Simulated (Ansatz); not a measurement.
**Quasi-harmonic thermodynamics of BeHg (hypothetical, Pm-3m)**

How much does BeHg (hypothetical) expand with temperature? The compound is hypothetical: it was made by swapping elements on a known structure type.

Calculated with Ansatz 0.2.0; DFT PBEsol, scalar-relativistic, plane waves, PAW.

## 1. The structure

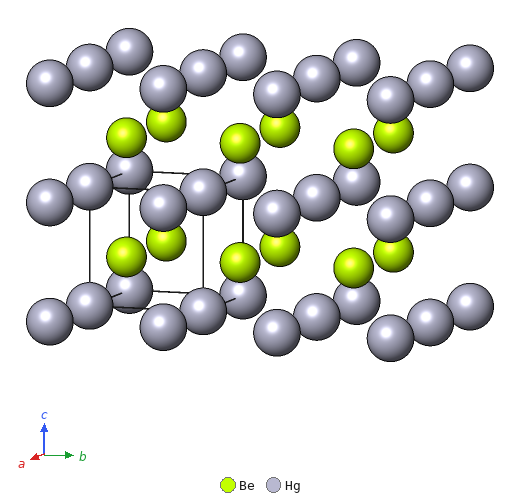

The cell as given, slightly off an axis (beryllium green, mercury light grey). 2×3×2 cells are drawn. Some periodic images of atoms are drawn too.

## 2. Probe on a coarse mesh

Before spending time, one coarse run tells the gap and the pressure of the starting cell.

input.yaml reads:

```yaml
crystal:
  lattice:
    - [2.93753, 0.0, 0.0]
    - [0.0, 2.93753, 0.0]
    - [0.0, 0.0, 2.93753]
  atoms:
    - { symbol: Be, position: [0.5, 0.5, 0.5] }
    - { symbol: Hg, position: [0.0, 0.0, 0.0] }
kpoints:
  mp_grid: { grid: [6, 6, 6] }
hamiltonian:
  xc: pbesol
scf:
  occupations: { method: gaussian, width: 0.1 }
output:
  forces: true
  stress: true
  eigenvalues: true
```

Run with:

```
$ ansatz run input.yaml --threads 4 --pin off --max-ram 8192MiB --backend cpu --events-out ev --progress --plain --runs-dir out
```

Numbers of over 12 decimals in the logs are rounded to 6 here.

Log:

```text
Engine: ansatz 0.2.0, aarch64-unknown-linux-gnu
Pseudopotentials: kind: paw
Pseudopotential: Be, paw, valence charge 2, recommended cutoff 420 eV (normal), Be.paw.azcp
Pseudopotential: Hg, paw, valence charge 20, recommended cutoff 420 eV (normal), Hg.paw.azcp
Functional definition: PBEsol
  exchange = pbesol_x
  correlation = pbesol_c
Crystal: 2 atoms, lattice volume = 25.348 Å³
Basis set: ecut = 420 eV, 485 PW (Γ), exchange–correlation on 40×40×40 points (8 copies of the dense FFT grid, shifted against one another)
Bands: 15, of which v1, the nominal top of the filled ones, is band 11 counted from 1 (10 counted from 0)
Symmetry: 48 space group operations
Space group: Pm-3m (ITA 221), of the structure as read, at distance tolerance 2.9e-5 Å
k-points: 20 of 216
Non-local potential: Be, projectors of the file, l = 0: 2, l = 1: 2, l = 2: 1
Non-local potential: Hg, projectors of the file, l = 0: 3, l = 1: 2, l = 2: 2, l = 3: 1
PAW form: soft (Blöchl's): semilocal exchange-correlation on the pseudo side does not see the compensation charge
PAW frozen core: Be, regenerated for the run's functional, and the local potential with it (the file was generated under x = pbe(κ = 0.804, μ = 0.219515), c = pbe(β = 0.066725))
PAW frozen core: Hg, regenerated for the run's functional, and the local potential with it (the file was generated under x = pbe(κ = 0.804, μ = 0.219515), c = pbe(β = 0.066725))
PAW one-centre angular grid: Be, 110 points (default); XC on 64 Gauss nodes
PAW one-centre angular grid: Hg, 590 points (default); XC on 64 Gauss nodes
Initial density: superposition of atomic densities (neutral atoms: chi_scale 0, normalization atom), corrected by the library's trained network
Initial wavefunctions: pseudopotential atomic-orbital guess
Functional: x = pbesol(κ = 0.804, μ = 0.123457), c = pbesol(β = 0.046)
SCF iter   1: F=—  HF=-13757.215656 eV  |F-HF|=—  |Δ(HF+E_count)|=         —  Δρ=4.13e-3  dr2=3.67e-3  ethr=1.77e-3  ⟨swp⟩=5.2  Hψ=1495  notcnv=0
preconditioner: auto → none  [metal: Δε(μ)=0.064 eV  Ē_g=13.549 eV  σ=0.100 eV  W_gap=0.34  n_scr=6 (ndim 8)  ℏωp=27.6 eV  f_vac=0.000  D(μ)=1.47/eV (n_scr^D=18)  sad-step TF]
SCF iter   2: F=—  HF=-13757.215138 eV  |F-HF|=—  |Δ(HF+E_count)|=   5.18e-4  Δρ=2.22e-3  dr2=1.07e-3  ethr=1.67e-5  ⟨swp⟩=1.9  Hψ=536  notcnv=0
SCF iter   3: F=—  HF=-13757.214739 eV  |F-HF|=—  |Δ(HF+E_count)|=   3.99e-4  Δρ=4.14e-4  dr2=5.23e-5  ethr=4.84e-6  ⟨swp⟩=2.7  Hψ=428  notcnv=0
SCF iter   4: F=—  HF=-13757.214741 eV  |F-HF|=—  |Δ(HF+E_count)|=   1.71e-6  Δρ=1.80e-4  dr2=8.71e-6  ethr=2.38e-7  ⟨swp⟩=2.0  Hψ=431  notcnv=0
SCF iter   5: F=—  HF=-13757.214740 eV  |F-HF|=—  |Δ(HF+E_count)|=   1.13e-6  Δρ=5.55e-5  dr2=7.02e-7  ethr=3.96e-8  ⟨swp⟩=2.5  Hψ=466  notcnv=0
SCF iter   6: F=-13757.214740 eV  HF=-13757.214740 eV  |F-HF|=3.04e-9  |Δ(HF+E_count)|=   1.16e-7  Δρ=5.57e-6  dr2=5.23e-9  ethr=4.55e-10  ⟨swp⟩=5.1  Hψ=1215  notcnv=0
SCF 1 converged in 6 iterations: F = -13757.214740 eV  dr2 = 5.23e-9
  greatest PAW one-centre occupation: 1.000 electrons in one spin orbital (limit 2), on the Hg atom at site 1 (counted from 0), in its partial waves of l = 0
SCF converged after 6 iterations
Free energy (F): -13757.214740 eV
Harris-Foulkes:  -13757.214740 eV  (|F-HF|=3.04e-9)
Internal energy: -13757.207431 eV  (E = F + TS)
E sigma→0 (E₀):  -13757.211085 eV
Entropy (-TS):   -0.007309 eV (-3.654 meV/atom)
Fermi energy:    19.263137 eV
--- Per-component energies (eV) ---
  E_band       = -326.593220
  E_kinetic    = 628.109531
  E_local      = -2493.536038  (includes V_loc(G=0)·N_el)
  E_nonlocal   = 76.723340
  E_hartree    = 1095.003926
  E_xc         = -241.647398
  E_vxc        = -286.709051  (∫ρ·V_xc dr)
  E_paw        = -9855.479016  (= ΣΔE_a)
  E_vpaw       = -441.185353  (= ΣTr[D̂ρ^β])
  E_aug_tail   = 0.000881  (compensation charges beyond the density's cutoff)
  E_ewald      = -2966.720839
  E_core_change = 0.338183  (= ΣΔE_core)
  E_smearing   = -0.007309  (= −TS)
  E_closure    = 0.000000  (closes the sum)
  Σ components = -13757.214740   (vs F -13757.214740, Δ=0.00e0)
--- Forces (eV/Å), atoms counted from 1 ---
  atom   1  Be     0.00000000     0.00000000     0.00000000
  atom   2  Hg    -0.00000000     0.00000000    -0.00000000
  max |Σ_I F_I| component: 1.23e-31 eV/Å
--- Stress (GPa, compression-positive) ---
       21.540288      -0.000000       0.000000
       -0.000000      21.540288      -0.000000
        0.000000       0.000000      21.540288
  P = ⅓ Tr σ = 21.5403 GPa (215.403 kbar)
--- Band table (eV; the first three rows and the last of 20) ---
  k-point 0: bands = [... 7 lower, 10.7060, 10.7060, 10.7060, 21.1260, 21.1260, 21.1260, 28.3485, 29.4845]
  k-point 1: bands = [... 7 lower, 10.4218, 10.4218, 10.7300, 19.0251, 21.9277, 21.9277, 28.5114, 28.8657]
  k-point 2: bands = [... 7 lower, 9.9169, 9.9169, 10.7783, 15.5883, 23.9474, 23.9474, 27.7572, 28.5551]
  k-point 19: bands = [... 7 lower, 11.6312, 11.6312, 20.1336, 20.1336, 20.1336, 20.6598, 21.6402, 21.8782]
```

Elapsed: 0.32 s, on 4 threads of Arm Neoverse V2, shared host; peak memory 0.26 GiB; 0.7 s of CPU time.

This step gave:

* pressure: 21.54 GPa
* volume per atom: 12.67 Å³
* gap on the k-mesh: 0 eV

The start is under 22 GPa at this level and looks like a metal on this mesh.

## 3. A loose first relaxation

The start is far from rest, so a relaxation with loose thresholds first brings it near the minimum.

input.yaml, as its differences from that of step 2:

```diff
@@ -18 +18,6 @@
   eigenvalues: true
+relax:
+  adjacent_minimum: "off"
+  f_tol: 0.05
+  max_steps: 80
+  cell: { stress_tol: 0.5 }
```

Log:

```text
[...]
Crystal: 2 atoms, lattice volume = 25.348 Å³
Basis set: ecut = 420 eV, 485 PW (Γ), exchange–correlation on 40×40×40 points (8 copies of the dense FFT grid, shifted against one another)
Bands: 15, of which v1, the nominal top of the filled ones, is band 11 counted from 1 (10 counted from 0)
Symmetry: 48 space group operations
[...]
k-points: 20 of 216
[...]
SCF iter   1: F=—  HF=-13757.215656 eV  |F-HF|=—  |Δ(HF+E_count)|=         —  Δρ=4.13e-3  dr2=3.67e-3  ethr=1.77e-3  ⟨swp⟩=5.2  Hψ=1495  notcnv=0
[...]
SCF iter   6: F=-13757.214740 eV  HF=-13757.214740 eV  |F-HF|=3.04e-9  |Δ(HF+E_count)|=   1.16e-7  Δρ=5.57e-6  dr2=5.23e-9  ethr=4.55e-10  ⟨swp⟩=5.1  Hψ=1215  notcnv=0
SCF 1 converged in 6 iterations: F = -13757.214740 eV  dr2 = 5.23e-9
[...]
relax step   1: F+E_penalty+E_count = -13757.21473974 eV  Δ(F+E_penalty+E_count) = +0.000e0 eV  max|allowed force component| = 8.710e-31 eV/Å  Δτ_max = 0.0000 Å  P = +21.540 GPa  Ω = 25.348 Å³  (6 SCF iters, dr2 threshold 1.00e-7 eV, accepted)
Crystal: 2 atoms, lattice volume = 29.239 Å³
Basis set: ecut = 420 eV, 587 PW (Γ), exchange–correlation on 40×40×40 points (8 copies of the dense FFT grid, shifted against one another)
[...]
iter 1 solved again at ethr=7.12e-4 eV; its pass at ethr=3.10e-3 eV (dr2=1.57e-1 eV) is discarded
[...]
SCF iter   6: F=-13757.466131 eV  HF=-13757.466131 eV  |F-HF|=4.73e-11  |Δ(HF+E_count)|=   1.41e-7  Δρ=1.13e-6  dr2=2.19e-10  ethr=9.09e-10  ⟨swp⟩=5.2  Hψ=1366  notcnv=0
SCF 2 converged in 6 iterations: F = -13757.466131 eV  dr2 = 2.19e-10
relax step   2: F+E_penalty+E_count = -13757.46613082 eV  Δ(F+E_penalty+E_count) = -2.514e-1 eV  max|allowed force component| = 2.301e-31 eV/Å  Δτ_max = 0.0000 Å  P = +1.705 GPa  Ω = 29.239 Å³  energy of the carried Pulay correction = -1.180e-3 eV  (6 SCF iters, dr2 threshold 2.00e-7 eV, accepted)
Crystal: 2 atoms, lattice volume = 29.629 Å³
[...]
SCF iter   4: F=-13757.468595 eV  HF=-13757.468595 eV  |F-HF|=4.22e-9  |Δ(HF+E_count)|=   2.83e-6  Δρ=2.68e-5  dr2=7.22e-8  ethr=9.09e-10  ⟨swp⟩=3.1  Hψ=1259  notcnv=0
SCF 3 converged in 4 iterations: F = -13757.468595 eV  dr2 = 7.22e-8
relax step   3: F+E_penalty+E_count = -13757.46859465 eV  Δ(F+E_penalty+E_count) = -2.464e-3 eV  max|allowed force component| = 2.619e-32 eV/Å  Δτ_max = 0.0000 Å  P = +0.419 GPa  Ω = 29.629 Å³  energy of the carried Pulay correction = -1.289e-3 eV  (4 SCF iters, dr2 threshold 2.00e-7 eV, accepted)
Basis set: ecut = 420 eV, 587 PW (Γ), exchange–correlation on 48×48×48 points (8 copies of the dense FFT grid, shifted against one another)
[...]
SCF iter   4: F=-13757.470114 eV  HF=-13757.470114 eV  |F-HF|=1.66e-9  |Δ(HF+E_count)|=   7.03e-8  Δρ=5.73e-6  dr2=9.01e-10  ethr=9.09e-12  ⟨swp⟩=3.2  Hψ=1296  notcnv=0
SCF 4 converged in 4 iterations: F = -13757.470114 eV  dr2 = 9.01e-10
relax step   4: F+E_penalty+E_count = -13757.47011356 eV  Δ(F+E_penalty+E_count) = -1.519e-3 eV  max|allowed force component| = 9.039e-32 eV/Å  Δτ_max = 0.0000 Å  P = +0.469 GPa  Ω = 29.629 Å³  stress off target by 4.69e-1 GPa  SCF on the basis re-selected at this cell (its energy is not comparable with the rows above)  (4 SCF iters)
basis re-selected at this cell: Δ(F+E_penalty+E_count) = -1.519e-3 eV, ΔP = +0.050 GPa vs the last step (what re-selecting the basis moved, of the pressure what is left beyond the Pulay correction that the steps carried, after the strain that the cell walked since its last selection, with what the two solves' SCF thresholds leave and, on support functions, any second-order correction that the steps lacked; it is no measure of the basis error at this ecutwfc). The dense FFT grid was sized anew with the basis: this SCF ran on 24×24×24 points, the steps before it on 20×20×20, so part of this shift can come from that change (see relax.cell in the input reference). [rest of the remark cut]
SCF converged after 4 iterations
Free energy (F): -13757.470114 eV
[...]
Internal energy: -13757.463038 eV  (E = F + TS)
E sigma→0 (E₀):  -13757.466576 eV
Entropy (-TS):   -0.007076 eV (-3.538 meV/atom)
Fermi energy:    15.717194 eV
[...]
--- Stress (GPa, compression-positive) ---
        0.468526       0.000000      -0.000000
        0.000000       0.468526      -0.000000
       -0.000000      -0.000000       0.468526
  P = ⅓ Tr σ = 0.4685 GPa (4.685 kbar)
--- Band table (eV; the first three rows and the last of 20) ---
  k-point 0: bands = [... 7 lower, 7.8705, 7.8705, 7.8705, 17.8561, 17.8561, 17.8561, 23.0996, 25.3146]
  k-point 1: bands = [... 7 lower, 7.6686, 7.6686, 7.8877, 15.7685, 18.5192, 18.5192, 23.5120, 24.9905]
  k-point 2: bands = [... 7 lower, 7.3017, 7.3260, 7.9225, 12.4818, 20.2210, 20.2210, 23.8064, 24.3423]
  k-point 19: bands = [... 7 lower, 8.5687, 8.5687, 16.9497, 16.9497, 16.9497, 16.9734, 17.1515, 18.0840]
--- Relaxed structure (3 steps of the walk, 3 accepted, 1 SCFs on fresh bases) ---
  F+E_penalty+E_count = -13757.47011356 eV   max|allowed force component| = 9.039e-32 eV/Å   (the final SCF, on the basis selected at the relaxed cell)
  cell:  # Å, volume = 29.6295 Å³
    - [3.094386, 0, 0.0]
    - [0, 3.094386, 0]
    - [0.0, 0, 3.094386]
  atoms:
    - { symbol: Be, position: [0.5, 0.5, 0.5] }
    - { symbol: Hg, position: [0, 0, 0] }
```

Wall time 0.95 s (4 threads); peak memory 0.29 GiB.

Relaxation path:

| step | energy less that of the first step (eV) | largest force component (eV/Å) | pressure (GPa) | volume (Å³) |
| --- | --- | --- | --- | --- |
| 1 | 0.0000 | 0.0000 | 21.54 | 25.35 |
| 2 | -0.2514 | 0.0000 | 1.70 | 29.24 |
| 3 | -0.2539 | 0.0000 | 0.42 | 29.63 |
| 4* | -0.2554 | 0.0000 | 0.47 | 29.63 |

Relaxation steps marked * repeat the geometry before them on a plane-wave basis chosen anew for their cell, so energy and pressure can jump there.

The run keeps the 48 symmetry operations that it works with, so distortions that break them were not tested.

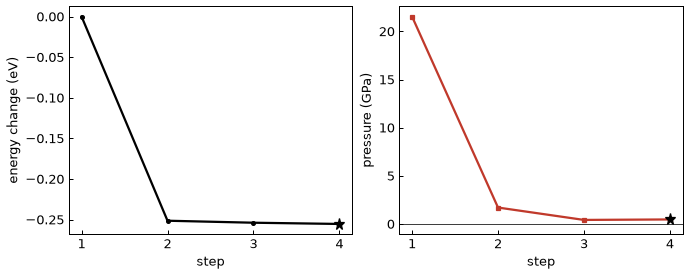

Energy and pressure along the relaxation. Stars mark steps on a basis chosen anew.

| conventional cell, symmetrised | before | after | change |
| --- | --- | --- | --- |
| a (Å) | 2.938 | 3.094 | +5.3 % |
| b (Å) | 2.938 | 3.094 | +5.3 % |
| c (Å) | 2.938 | 3.094 | +5.3 % |
| volume (Å³/atom) | 12.67 | 14.81 | +16.9 % |

Final coordinates:

```cif
data_structure
_symmetry_space_group_name_H-M 'P 1'
_symmetry_Int_Tables_number 1
_cell_length_a 3.0944
_cell_length_b 3.0944
_cell_length_c 3.0944
_cell_angle_alpha 90.000
_cell_angle_beta 90.000
_cell_angle_gamma 90.000
_cell_volume 29.63
loop_
_atom_site_label
_atom_site_type_symbol
_atom_site_fract_x
_atom_site_fract_y
_atom_site_fract_z
_atom_site_occupancy
Be1 Be 0.50000 0.50000 0.50000 1
Hg2 Hg 0.00000 0.00000 0.00000 1
```

This step gave:

```yaml
pressure: 0.4685 GPa
volume_per_atom: 14.81 Å³
```

The relaxation ends with a pressure of 0.47 GPa.

## 4. Relaxation

The vibrations must be taken about the equilibrium of this functional, not about the starting cell, so the structure is relaxed.

input.yaml reads:

```yaml
crystal:
  lattice:
    - [3.0943864778, 0.0, 0.0]
    - [0.0, 3.0943864778, 0.0]
    - [0.0, 0.0, 3.0943864778]
  atoms:
    - { symbol: Be, position: [0.5, 0.5, 0.5] }
    - { symbol: Hg, position: [0.0, 0.0, 0.0] }
kpoints:
  mp_grid: { grid: [14, 14, 14] }
hamiltonian:
  xc: pbesol
scf:
  occupations: { method: gaussian, width: 0.1 }
output:
  forces: true
  stress: true
  eigenvalues: true
  write_density: true
  write_potential: true
  elf: true
  volumetric_format: npy
relax:
  adjacent_minimum: "off"
  f_tol: 0.005
  max_steps: 80
  cell: { stress_tol: 0.05 }
```

Log:

```text
[...]
Crystal: 2 atoms, lattice volume = 29.629 Å³
Basis set: ecut = 420 eV, 587 PW (Γ), exchange–correlation on 48×48×48 points (8 copies of the dense FFT grid, shifted against one another)
Bands: 15, of which v1, the nominal top of the filled ones, is band 11 counted from 1 (10 counted from 0)
Symmetry: 48 space group operations
[...]
k-points: 120 of 2744
[...]
SCF iter   1: F=—  HF=-13757.470985 eV  |F-HF|=—  |Δ(HF+E_count)|=         —  Δρ=4.08e-3  dr2=4.47e-3  ethr=1.77e-3  ⟨swp⟩=5.1  Hψ=9091  notcnv=0
[...]
SCF iter   6: F=-13757.469593 eV  HF=-13757.469593 eV  |F-HF|=5.69e-10  |Δ(HF+E_count)|=   1.52e-8  Δρ=3.35e-6  dr2=1.64e-9  ethr=4.55e-10  ⟨swp⟩=7.9  Hψ=10158  notcnv=0
SCF 1 converged in 6 iterations: F = -13757.469593 eV  dr2 = 1.64e-9
[...]
relax step   1: F+E_penalty+E_count = -13757.46959256 eV  Δ(F+E_penalty+E_count) = +0.000e0 eV  max|allowed force component| = 7.806e-32 eV/Å  Δτ_max = 0.0000 Å  P = -1.169 GPa  Ω = 29.629 Å³  (6 SCF iters, dr2 threshold 1.00e-7 eV, accepted)
Crystal: 2 atoms, lattice volume = 28.944 Å³
[...]
SCF iter   5: F=-13757.470049 eV  HF=-13757.470049 eV  |F-HF|=4.98e-10  |Δ(HF+E_count)|=   3.59e-8  Δρ=2.66e-6  dr2=6.43e-10  ethr=9.09e-10  ⟨swp⟩=7.7  Hψ=10880  notcnv=0
SCF 2 converged in 5 iterations: F = -13757.470049 eV  dr2 = 6.43e-10
relax step   2: F+E_penalty+E_count = -13757.47004860 eV  Δ(F+E_penalty+E_count) = -4.560e-4 eV  max|allowed force component| = 2.342e-31 eV/Å  Δτ_max = 0.0000 Å  P = +1.099 GPa  Ω = 28.944 Å³  energy of the carried Pulay correction = +1.850e-4 eV  (5 SCF iters, dr2 threshold 2.00e-7 eV, accepted)
Crystal: 2 atoms, lattice volume = 29.272 Å³
[...]
SCF iter   4: F=-13757.471041 eV  HF=-13757.471041 eV  |F-HF|=2.52e-9  |Δ(HF+E_count)|=   1.91e-6  Δρ=2.31e-5  dr2=5.27e-8  ethr=9.09e-10  ⟨swp⟩=6.1  Hψ=11168  notcnv=0
SCF 3 converged in 4 iterations: F = -13757.471041 eV  dr2 = 5.27e-8
relax step   3: F+E_penalty+E_count = -13757.47104141 eV  Δ(F+E_penalty+E_count) = -9.928e-4 eV  max|allowed force component| = 3.780e-31 eV/Å  Δτ_max = 0.0000 Å  P = -0.028 GPa  Ω = 29.272 Å³  energy of the carried Pulay correction = +9.591e-5 eV  (4 SCF iters, dr2 threshold 2.00e-7 eV, accepted)
[...]
SCF iter   5: F=-13757.470946 eV  HF=-13757.470946 eV  |F-HF|=0.00e0  |Δ(HF+E_count)|=  1.82e-12  Δρ=5.15e-8  dr2=3.04e-13  ethr=1.00e-12  ⟨swp⟩=4.9  Hψ=6543  notcnv=0
SCF 4 converged in 5 iterations: F = -13757.470946 eV  dr2 = 3.04e-13
relax step   4: F+E_penalty+E_count = -13757.47094627 eV  Δ(F+E_penalty+E_count) = +9.515e-5 eV  max|allowed force component| = 1.520e-31 eV/Å  Δτ_max = 0.0000 Å  P = -0.029 GPa  Ω = 29.272 Å³  stress off target by 2.90e-2 GPa  SCF on the basis re-selected at this cell (its energy is not comparable with the rows above)  (5 SCF iters)
basis re-selected at this cell: Δ(F+E_penalty+E_count) = +9.515e-5 eV, ΔP = -0.001 GPa vs the last step (what re-selecting the basis moved, of the pressure what is left beyond the Pulay correction that the steps carried, after the strain that the cell walked since its last selection, with what the two solves' SCF thresholds leave and, on support functions, any second-order correction that the steps lacked; it is no m [...]
SCF converged after 5 iterations
Free energy (F): -13757.470946 eV
[...]
Internal energy: -13757.467890 eV  (E = F + TS)
E sigma→0 (E₀):  -13757.469418 eV
Entropy (-TS):   -0.003056 eV (-1.528 meV/atom)
Fermi energy:    15.638465 eV
[...]
--- Stress (GPa, compression-positive) ---
       -0.028983      -0.000000      -0.000000
       -0.000000      -0.028983      -0.000000
       -0.000000      -0.000000      -0.028983
  P = ⅓ Tr σ = -0.0290 GPa (-0.290 kbar)
--- Band table (eV; the first three rows and the last of 120) ---
  k-point 0: bands = [... 7 lower, 8.0453, 8.0453, 8.0453, 18.1015, 18.1015, 18.1015, 23.4840, 25.6173]
  k-point 1: bands = [... 7 lower, 8.0033, 8.0033, 8.0488, 17.6085, 18.2295, 18.2295, 23.6374, 25.5498]
  k-point 2: bands = [... 7 lower, 7.8885, 7.8885, 8.0586, 16.4580, 18.6013, 18.6013, 23.8352, 25.3602]
  k-point 119: bands = [... 7 lower, 8.7590, 8.7590, 17.1723, 17.1723, 17.1723, 17.2578, 17.4569, 18.3599]
--- Relaxed structure (3 steps of the walk, 3 accepted, 1 SCFs on fresh bases) ---
[...]
cell:  # Å, volume = 29.2719 Å³
    - [3.081889, 0, 0]
    - [0, 3.081889, 0]
    - [0, 0, 3.081889]
  atoms:
    - { symbol: Be, position: [0.5, 0.5, 0.5] }
    - { symbol: Hg, position: [0, 0, 0] }
```

Run time: 3.1 s. Hardware: 4 threads; peak memory 0.36 GiB.

The steps of the relaxation:

| step | energy less that of the first step (eV) | largest force component (eV/Å) | pressure (GPa) | volume (Å³) |
| --- | --- | --- | --- | --- |
| 1 | 0.0000 | 0.0000 | -1.17 | 29.63 |
| 2 | -0.0005 | 0.0000 | 1.10 | 28.94 |
| 3 | -0.0014 | 0.0000 | -0.03 | 29.27 |
| 4* | -0.0014 | 0.0000 | -0.03 | 29.27 |

Relaxation steps marked * repeat the geometry before them on a plane-wave basis chosen anew for their cell, so energy and pressure can jump there.

The run keeps the 48 symmetry operations that it works with, so distortions that break them were not tested.

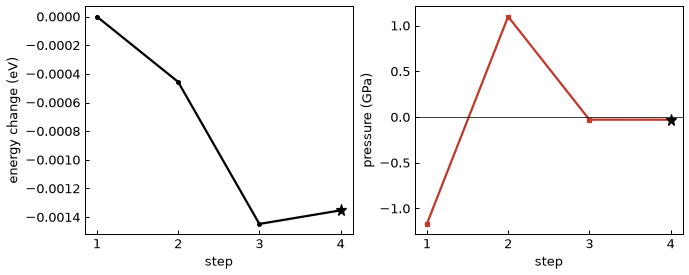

Energy and pressure along the relaxation. Stars mark steps on a basis chosen anew.

| conventional cell, symmetrised | before | after | change |
| --- | --- | --- | --- |
| a (Å) | 3.094 | 3.082 | -0.4 % |
| b (Å) | 3.094 | 3.082 | -0.4 % |
| c (Å) | 3.094 | 3.082 | -0.4 % |
| volume (Å³/atom) | 14.81 | 14.64 | -1.2 % |

Final coordinates:

```
Be Hg
1.0
     3.08189    0.00000    0.00000
     0.00000    3.08189    0.00000
     0.00000    0.00000    3.08189
Be Hg
1 1
Direct
  0.50000 0.50000 0.50000
  0.00000 0.00000 0.00000
```

Numbers from this step:

```
pressure        : -0.02898 GPa
volume per atom : 14.64 Å³
```

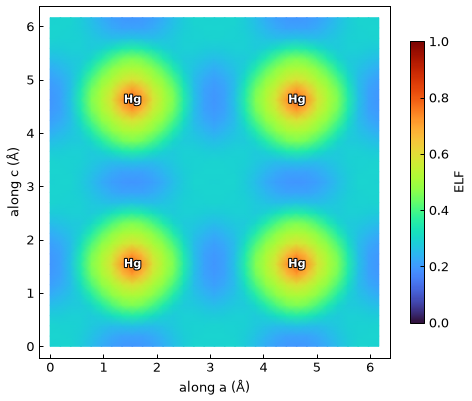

ELF in the ac plane at fractional y = 0.000, with atoms of Hg within 0.2 Å of it. It is the smooth field of the valence electrons, not physical close to the nuclei. The map starts off the cell's origin, so that atoms lie inside it.

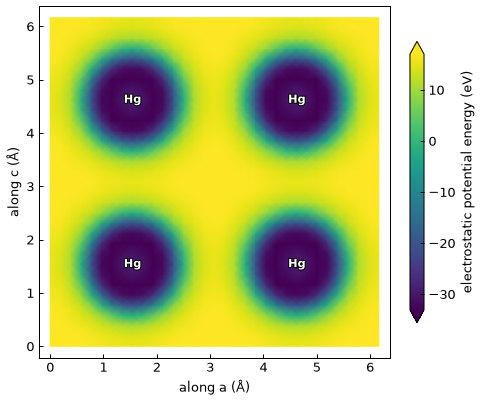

Electrostatic potential energy in the ac plane at fractional y = 0.000, with atoms of Hg within 0.2 Å of it. With pseudopotentials it is smooth inside the atoms' cores, unlike the true potential. The map starts off the cell's origin, so that atoms lie inside it.

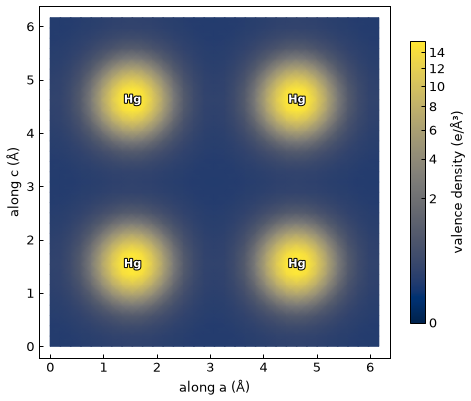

Valence density in the ac plane at fractional y = 0.000, with atoms of Hg within 0.2 Å of it. It is the smooth field of the valence electrons, not physical close to the nuclei. The map starts off the cell's origin, so that atoms lie inside it. The colour scale is stretched toward low values.

The relaxation ends with a pressure of -0.03 GPa.

(Continued in part 2 of 3.)

[Logs are printed without paths, hosts, clocks, repeated set-up lines and the standing remarks that a program may print on its own settings, such as how far it seeks lower states.]

[Hosts, paths, dates, database ids (printed as entryN), source tags and the programs' standing remarks are cut or masked in the printed files.]

[A step with changed settings may run another functional than the one named; its input shows which.]

[Pressures of single members of a volume series are the stress at the run's cutoff; with an incomplete basis they can lie off −dE/dV of the same runs, and they are not shown converged.]
